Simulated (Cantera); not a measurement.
A closed system holds: 1 mol Al, 4.8 mol HCl, 460 mol N2, equilibrated at 1.88 Torr.

These are equilibrium values from Cantera (NASA tables, ideal gas, pure condensed phases), not measurements of a reactor. Candidate condensed phases: Al, AlCl3, AlN, NH4Cl; 20 gas species. The tables' values for AlCl2 are old estimates; treat these amounts as uncertain. The numbers say what is thermodynamically allowed, not how fast it happens.

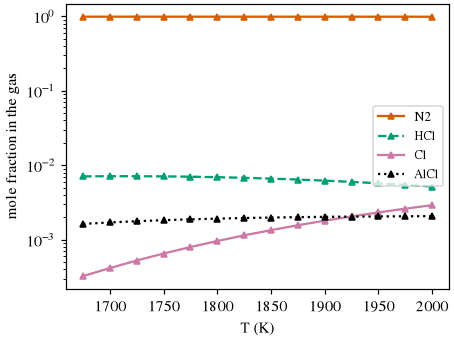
Figure. Equilibrium gas composition (values under 1e-9 drawn at 1e-9)

From 1675 K to 2000 K nothing is condensed. The main Al-bearing gas is AlCl throughout.
